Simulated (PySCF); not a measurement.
# CH8F2Si3: what the fields show

Input

```
{"job": {"kind": "uv", "xc": "PBE0", "basis": "def2-SVPD", "nstates": 8, "ntriplets": 3}, "charge": 0, "multiplicity": 1}
F     -0.934243    -1.452307     1.161653
C     -0.984500    -0.891671    -0.127901
Si    -2.044506     0.706184    -0.019154
Si     0.823720    -0.720769    -0.751458
F      0.634946     0.079006    -2.154759
Si     2.162341     0.474146     0.694093
H     -1.518022    -1.635673    -0.730328
H     -1.339888     1.650260     0.849814
H     -2.200521     1.222284    -1.376355
H     -3.336322     0.346583     0.564874
H      1.274838    -2.028641    -1.230291
H      2.289440    -0.202554     1.985912
H      1.656180     1.827616     0.953111
H      3.515860     0.625064     0.148666
```

Launched as:

```sh
OMP_NUM_THREADS=1 python probes_run.py task.json out
```

Geometry: GFN2-xTB.

Level of theory: PySCF, PBE0/def2-SVPD, SCF density, gas phase.

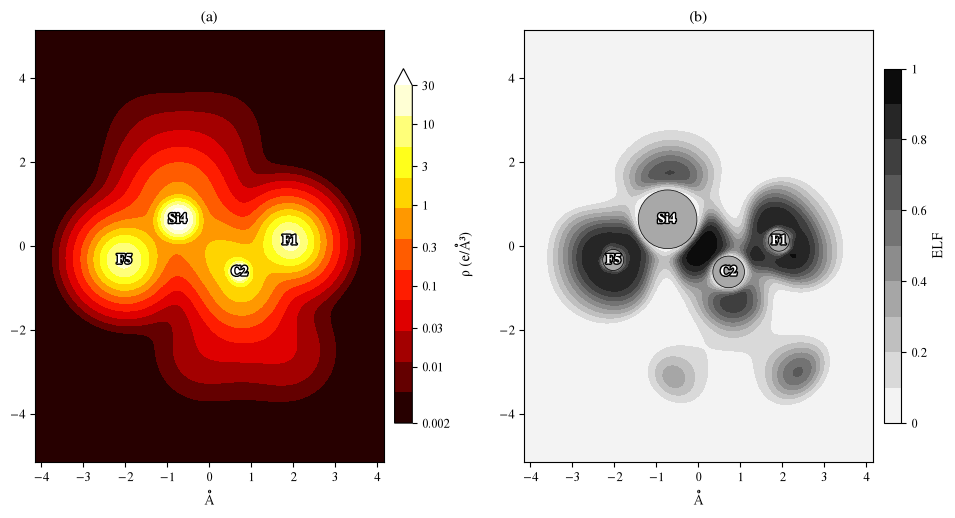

Figure 1. (a) electron density; (b) electron localisation function on the plane of atoms F1, C2 and Si4. Grey discs cover the atomic cores in the ELF map.

Q: Interpret the plot.

A: The section cuts through F, C and Si sites. C–F (1.41 Å): the density is about 1.9 e/Å³ at the midpoint, with its minimum of 1.4 e/Å³ about 0.5 Å from C; the ELF peaks at about 0.85 between the atoms (a shared but strongly polarised pair). Si–F (1.63 Å): ρ at the midpoint is about 0.99 e/Å³; the ELF peaks at about 0.85 in the valence shell of F, 0.6 Å from its nucleus, and is about 0.45 at the midpoint. C–Si (1.92 Å): the density is about 0.93 e/Å³ at the midpoint; the ELF peaks at about 1 between the atoms (localised, covalent bonding). The ELF also peaks beside F5 and F1, away from the bonds: lone-pair regions.

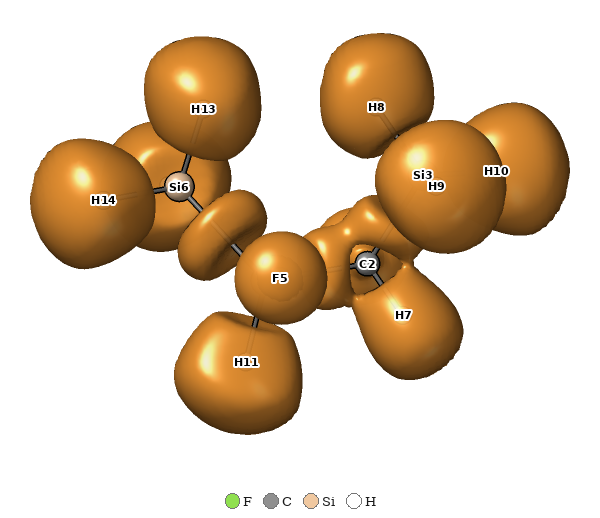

Figure 2. Isosurface of the ELF at 0.75 (orange), seen across its widest extent. Core shells and regions of very low density are left out.

Q: Identify the bonds, lone pairs and shells in this picture.

A: The ELF exceeds this value in one region between bonded Si–Si atoms (shared pairs), eight regions around hydrogen nuclei, one region on F in which the atom's valence shell and bonds are merged and one region wrapped around F (its lone pairs, merged into a ring or cap).

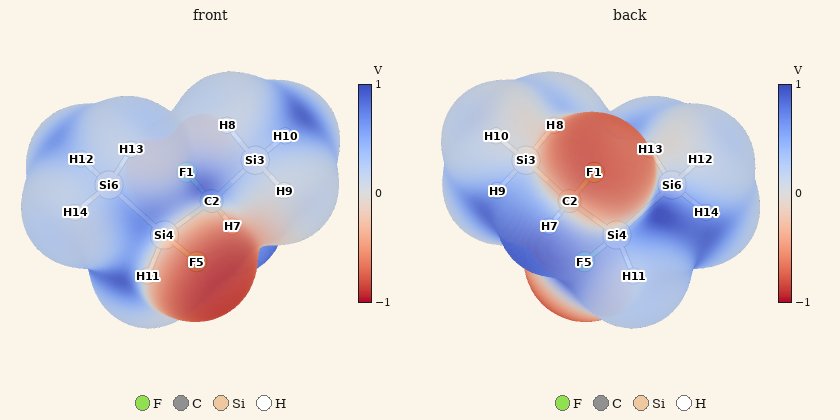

Figure 3. The molecular electrostatic potential painted on the density surface at 0.001 e/bohr³, seen from the front and from behind; the colour scale runs from red (negative) to blue (positive).

Q: Describe the electrostatic potential map.

A: The most negative region (about −0.9 V, or −21 kcal/mol for a unit charge) lies over F5, the most positive (about +0.9 V, or +21 kcal/mol for a unit charge) over Si3, Si4, Si6 and H7.

Q: What dipole moment does the calculation give?

A: Its dipole moment is 0.16 D.
